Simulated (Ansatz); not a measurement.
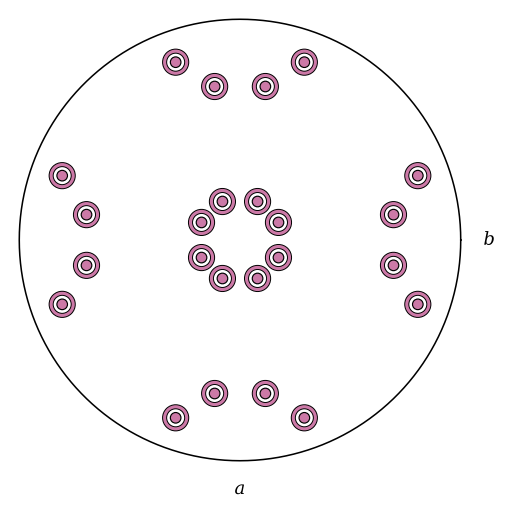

Stereographic projection: filled dots lie in the upper hemisphere, open rings in the lower. The c axis points at the viewer. The poles are all faces of one general form. Computed from the symmetry operations of a computed or model structure of composition Sc4Be, which need not be its known form.

### Identify the point group and its elements.

m-3m (Oh), order 48, cubic system: three fourfold axes, four threefold axes, six twofold axes, nine mirror planes, an inversion centre.

### Which physical properties does it allow?

It is centrosymmetric, so neither piezoelectric nor pyroelectric; it is not chiral.
